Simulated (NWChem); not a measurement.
**One shape, several levels: AlSiNH8 (SMILES [AlH3-][NH2+][SiH3])**

Aim: a comparison of 3 runs (HF/STO-3G, HF/3-21G, B3LYP/6-31G*) of AlSiNH8. 

Program for the calculation: NWChem 7.3.0.

**1. Starting point**

AlSiNH8 has 11 atoms, charge 0, and is taken as a singlet. SMILES: `[AlH3-][NH2+][SiH3]`. Geometry: relaxed at PBE0-D4/def2-TZVP.

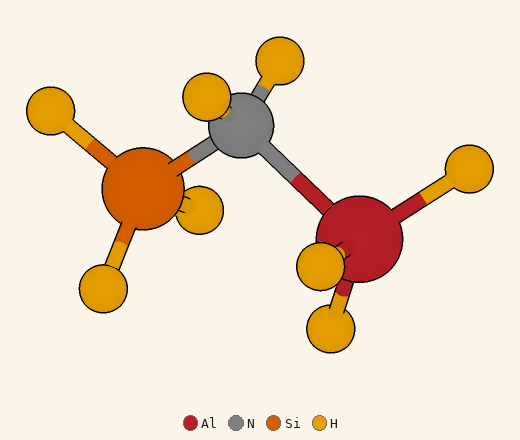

The structure, seen from a chosen angle (aluminium red, nitrogen grey, silicon orange, hydrogen amber).

**2. Energy and forces at HF/STO-3G (run 1)**

File run.py:

```python
from ase import Atoms
from ase.calculators.nwchem import NWChem

molecule = Atoms(['Al', 'N', 'Si', 'H', 'H', 'H', 'H', 'H', 'H', 'H', 'H'], positions=[
    [-0.900100, 1.211100, -0.740800],
    [-0.028300, 0.143500, 0.802700],
    [0.876200, -1.248700, 0.128600],
    [-0.721100, 0.091900, -1.882400],
    [0.093800, 2.465300, -0.806700],
    [-2.377200, 1.435300, -0.165100],
    [0.566700, 0.786500, 1.316700],
    [-0.768500, -0.144800, 1.435900],
    [1.651500, -1.882900, 1.228300],
    [1.794800, -0.716800, -0.896700],
    [-0.122500, -2.197400, -0.400100],
])

calc = NWChem(
    label='input',
    theory='scf',
    memory='2200 mb',
    basis='STO-3G',
    basispar='spherical bse',
    scf={'nopen': '0', 'rhf': None, 'thresh': '1e-08', 'maxiter': '80'},
)
molecule.calc = calc

forces = molecule.get_forces()
print(f"energy = {molecule.get_potential_energy():.6f} eV")
print("forces (eV/A):")
for s, f in zip(molecule.symbols, forces):
    print(f"{s:2s} {f[0]:10.5f} {f[1]:10.5f} {f[2]:10.5f}")
print("dipole (e A):", molecule.get_dipole_moment().round(4))
```

Started as:

```sh
$ export ASE_NWCHEM_COMMAND="nwchem PREFIX.nwi > PREFIX.nwo"
$ python run.py
```

What it wrote:

```text
energy = -15864.846794 eV
forces (eV/A):
Al   -0.10860    0.07143   -0.30174
N    -0.32339    0.19983   -1.90354
Si    0.82589   -1.10023   -0.13128
H    -0.36664    1.86662    1.76434
H    -1.57994   -1.96098    0.11236
H     2.33369   -0.33250   -0.89186
H     0.28591    0.26493    0.45447
H    -0.28313   -0.13077    0.50347
H    -0.90338    0.74500   -1.21942
H    -0.94087   -0.59392    1.07354
H     1.06043    0.97059    0.53978
dipole (e A): [ 0.5029 -0.6383  0.7531]
```

The calculator wrote input.nwi:

```
title "input"

permanent_dir input

scratch_dir input

start input

geometry units angstrom nocenter noautosym noautoz
  Al -9.0010000000000001e-01 1.2111000000000001e+00 -7.4080000000000001e-01
  N  -2.8299999999999999e-02 1.4349999999999999e-01 8.0269999999999997e-01
  Si 8.7619999999999998e-01 -1.2486999999999999e+00 1.2859999999999999e-01
  H  -7.2109999999999996e-01 9.1899999999999996e-02 -1.8824000000000001e+00
  H  9.3799999999999994e-02 2.4653000000000000e+00 -8.0669999999999997e-01
  H  -2.3772000000000002e+00 1.4353000000000000e+00 -1.6510000000000000e-01
  H  5.6669999999999998e-01 7.8649999999999998e-01 1.3167000000000000e+00
  H  -7.6849999999999996e-01 -1.4480000000000001e-01 1.4359000000000000e+00
  H  1.6515000000000000e+00 -1.8829000000000000e+00 1.2282999999999999e+00
  H  1.7948000000000000e+00 -7.1679999999999999e-01 -8.9670000000000005e-01
  H  -1.2250000000000000e-01 -2.1974000000000000e+00 -4.0010000000000001e-01
end

memory 2200 mb

basis spherical bse noprint
   * library STO-3G
end

scf
  nopen 0
  rhf
  thresh 1e-08
  maxiter 80
end

task scf gradient
```

input.nwo:

```text
Northwest Computational Chemistry Package (NWChem) 7.3.0
             --------------------------------------------------------

           Job information
           ---------------

    nwchem branch   = 7.3.0
    use scalapack   = T
    input           = input.nwi
    prefix          = input.
    data base       = input/input.db
    status          = startup
    nproc           =        1

           Memory information
           ------------------

[... 5 lines left out ...]
    hardfail = no
[... 141 lines left out ...]
         Quadratically convergent ROHF
[... 14 lines left out ...]
       Final RHF  results
[... 4 lines left out ...]
      Two-electron energy =    381.134548449844
[... 40 lines left out ...]
                       ROHF Final Molecular Orbital Analysis
[... 207 lines left out ...]
                 ----------------------------------------
                 |  Time  |  1-e(secs)   |  2-e(secs)   |
                 ----------------------------------------
                 |  CPU   |       0.00   |       0.56   |
                 ----------------------------------------
                 |  WALL  |       0.00   |       0.56   |
                 ----------------------------------------

 Task  times  cpu:        2.5s     wall:        2.5s
 Total times  cpu:        2.6s     wall:        2.6s
```

Run time: 4.5 s. Hardware: 1 thread of Intel Xeon Platinum 8488C (Sapphire Rapids), shared host; peak memory 0.096 GiB.

**3. Energy and forces at HF/3-21G (run 2)**

File sp.nw:

```
start sp
title "AlH8NSi hf"
memory total 2200 mb
charge 0

geometry units atomic noautosym nocenter noautoz
  Al  -1.70094248   2.28864731  -1.39990911
  N   -0.05347925   0.27117570   1.51688316
  Si   1.65577803  -2.35970101   0.24301878
  H   -1.36268151   0.17366583  -3.55722046
  H    0.17725631   4.65874182  -1.52444206
  H   -4.49225694   2.71232391  -0.31199378
  H    1.07090779   1.48626960   2.48820239
  H   -1.45225453  -0.27363234   2.71345774
  H    3.12088269  -3.55816532   2.32115060
  H    3.39168045  -1.35455569  -1.69451742
  H   -0.23149145  -4.15248419  -0.75607942
end

basis spherical bse
  * library 3-21G
end

scf
  thresh 1e-08
  maxiter 80
  print medium
end

task scf gradient
```

Started as:

```sh
$ nwchem sp.nw > sp.out
```

What it wrote:

```text
[...]
  functions       =    51
[...]
  wavefunction    = RHF
[...]
         Total SCF energy =   -586.787202613027
      One-electron energy =  -1119.607414414595
      Two-electron energy =    378.607305230582
 Nuclear repulsion energy =    154.212906570986
        Time for solution =      2.1s
[...]
                         RHF ENERGY GRADIENTS
    atom               coordinates                        gradient
                 x          y          z           x          y          z
   1 Al     -1.700942   2.288647  -1.399909   -0.002170   0.003543  -0.007155
   2 N      -0.053479   0.271176   1.516883    0.007327  -0.011346  -0.008376
   3 Si      1.655778  -2.359701   0.243019   -0.009948   0.014596   0.007147
   4 H      -1.362682   0.173666  -3.557220    0.001229   0.000247   0.003906
   5 H       0.177256   4.658742  -1.524442   -0.002129  -0.004201   0.001132
   6 H      -4.492257   2.712324  -0.311994    0.004503  -0.001464  -0.000590
   7 H       1.070908   1.486270   2.488202    0.002396  -0.001116   0.002433
   8 H      -1.452255  -0.273632   2.713458    0.000580  -0.002575   0.002620
   9 H       3.120883  -3.558165   2.321151    0.000028   0.000055   0.000038
  10 H       3.391680  -1.354556  -1.694517   -0.000405   0.001731  -0.000721
  11 H      -0.231491  -4.152484  -0.756079   -0.001410   0.000530  -0.000435
[...]
```

Wall time 4.2 s (1 thread of Intel Xeon Platinum 8488C (Sapphire Rapids), shared host); peak memory 0.094 GiB.

**4. Energy and gradient at B3LYP/6-31G(d) (Cartesian functions) (run 3)**

File run.py:

```python
from ase import Atoms
from ase.calculators.nwchem import NWChem

system = Atoms('AlNSiHHHHHHHH', positions=[
    [-0.900100, 1.211100, -0.740800],
    [-0.028300, 0.143500, 0.802700],
    [0.876200, -1.248700, 0.128600],
    [-0.721100, 0.091900, -1.882400],
    [0.093800, 2.465300, -0.806700],
    [-2.377200, 1.435300, -0.165100],
    [0.566700, 0.786500, 1.316700],
    [-0.768500, -0.144800, 1.435900],
    [1.651500, -1.882900, 1.228300],
    [1.794800, -0.716800, -0.896700],
    [-0.122500, -2.197400, -0.400100],
])

calc = NWChem(
    label='alh8nsi',
    theory='dft',
    memory='2200 mb',
    basis='6-31G*',
    dft={'xc': 'b3lyp', 'mult': '1', 'grid': 'xfine', 'convergence': 'energy 1e-08', 'iterations': '100', 'mulliken': None},
)
system.calc = calc

forces = system.get_forces()
print("Total energy (eV):", round(system.get_potential_energy(), 6))
print("forces (eV/A):")
for s, f in zip(system.symbols, forces):
    print(f"{s:2s} {f[0]:10.5f} {f[1]:10.5f} {f[2]:10.5f}")
print("dipole (e A):", system.get_dipole_moment().round(4))
```

Started as:

```sh
$ export ASE_NWCHEM_COMMAND="nwchem PREFIX.nwi > PREFIX.nwo"
$ python run.py
```

What it wrote:

```text
Total energy (eV): -16095.737015
forces (eV/A):
Al   -0.10197    0.10901   -0.16265
N    -0.10881    0.15632   -0.00231
Si    0.26513   -0.38423   -0.14110
H    -0.04016    0.04643   -0.02833
H     0.00658    0.03183   -0.00612
H    -0.03080    0.01527    0.00761
H     0.12454    0.14619    0.13514
H    -0.16501   -0.05507    0.15375
H     0.02072   -0.02468    0.00905
H     0.01455   -0.02407    0.01949
H     0.01517   -0.01712    0.01543
dipole (e A): [ 0.4401 -0.5498  0.7779]
```

The calculator wrote alh8nsi.nwi:

```
title "alh8nsi"

permanent_dir alh8nsi

scratch_dir alh8nsi

start alh8nsi

geometry units angstrom nocenter noautosym noautoz
  Al -9.0010000000000001e-01 1.2111000000000001e+00 -7.4080000000000001e-01
  N  -2.8299999999999999e-02 1.4349999999999999e-01 8.0269999999999997e-01
  Si 8.7619999999999998e-01 -1.2486999999999999e+00 1.2859999999999999e-01
  H  -7.2109999999999996e-01 9.1899999999999996e-02 -1.8824000000000001e+00
  H  9.3799999999999994e-02 2.4653000000000000e+00 -8.0669999999999997e-01
  H  -2.3772000000000002e+00 1.4353000000000000e+00 -1.6510000000000000e-01
  H  5.6669999999999998e-01 7.8649999999999998e-01 1.3167000000000000e+00
  H  -7.6849999999999996e-01 -1.4480000000000001e-01 1.4359000000000000e+00
  H  1.6515000000000000e+00 -1.8829000000000000e+00 1.2282999999999999e+00
  H  1.7948000000000000e+00 -7.1679999999999999e-01 -8.9670000000000005e-01
  H  -1.2250000000000000e-01 -2.1974000000000000e+00 -4.0010000000000001e-01
end

memory 2200 mb

basis noprint
   * library 6-31G*
end

dft
  xc b3lyp
  mult 1
  grid xfine
  convergence energy 1e-08
  iterations 100
  mulliken
end

task dft gradient
```

alh8nsi.nwo:

```text
Northwest Computational Chemistry Package (NWChem) 7.3.0
             --------------------------------------------------------

           Job information
           ---------------

    nwchem branch   = 7.3.0
    use scalapack   = T
    input           = alh8nsi.nwi
    prefix          = alh8nsi.
    data base       = alh8nsi/alh8nsi.db
    status          = startup
    nproc           =        1

           Memory information
           ------------------

[... 5 lines left out ...]
    hardfail = no
[... 112 lines left out ...]
  convergence criterion.
[... 43 lines left out ...]
          Spatial weights used:  Erf1
[... 32 lines left out ...]
 1-e energy   =   -1121.452346
[... 41 lines left out ...]
           Coulomb energy =      427.709114028358
[... 553 lines left out ...]
          Convergence on density requested:  1.00D-05
[... 29 lines left out ...]
          total energy or number of iterations.
[... 36 lines left out ...]
                 ----------------------------------------
                 |  Time  |  1-e(secs)   |  2-e(secs)   |
                 ----------------------------------------
                 |  CPU   |       0.01   |       4.50   |
                 ----------------------------------------
                 |  WALL  |       0.01   |       4.50   |
                 ----------------------------------------

 Task  times  cpu:       45.5s     wall:       45.5s
 Total times  cpu:       45.6s     wall:       45.6s
```

It took 48 s on 1 thread of Intel Xeon Platinum 8488C (Sapphire Rapids), shared host; peak memory 0.15 GiB.

**5. The series**

```csv
run,level,Cartesian functions,iteration cap,energy (Eh),dipole moment (D),HOMO energy (eV),LUMO energy (eV),wall time
1,HF/STO-3G,no,80,-583.022371,5.32,-7.59,11.52,4.5 s
2,HF/3-21G,no,80,-586.787203,5.42,-10.38,2.98,4.2 s
3,B3LYP/6-31G* (Cartesian functions),yes,100,-591.507430,5.04,-7.18,-0.65,48 s
```

**6. Results**

| quantity | value |
| --- | --- |
| run 3: total energy | -591.50743 Eh |
| run 3: dipole moment | 5.04 D |
| run 3: HOMO energy | -7.18 eV |
| run 3: LUMO energy | -0.65 eV |
| run 3: HOMO–LUMO gap | 6.53 eV |
| run 3: largest force on an atom | 0.488 eV/Å |

The dipole moment (its size) runs from 5.04 D (B3LYP/6-31G*) to 5.42 D (HF/3-21G). The two ends differ in method and basis. The HOMO–LUMO gap runs from 6.53 eV (B3LYP/6-31G*) to 19.11 eV (HF/STO-3G). In run 1 the basis is minimal, so the values are rough. All runs together took 56 s, the longest 48 s.
